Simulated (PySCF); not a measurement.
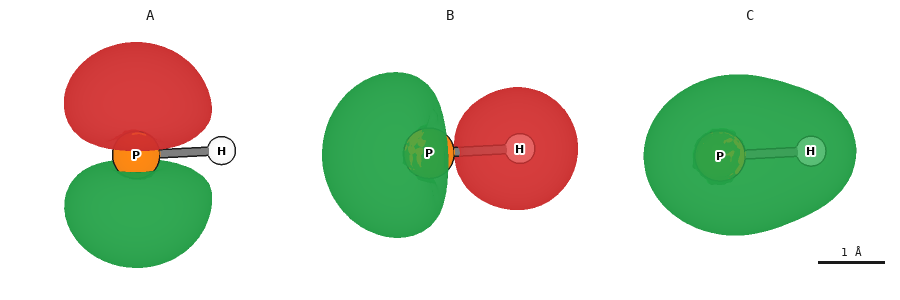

*PH (triplet). Three frontier β-spin orbitals, each drawn at the value that holds 80 % of its norm (green and red are the two phases), in no order; of a degenerate pair one member is drawn.*

Method: PySCF 2.14.0, PBE0/def2-SVP, non-relativistic Hamiltonian with scalar-relativistic core potentials where named, at a bond length of 1.438 Å.

**Label each orbital by symmetry, say whether it is occupied, and order them by energy.**

Orbital C: σ, occupied in this spin, −15.29 eV; mainly on P (80 %).
Orbital B: σ, occupied in this spin, −8.90 eV; mainly on P (75 %).
Orbital A: π, empty in this spin, −2.60 eV; almost wholly on P.
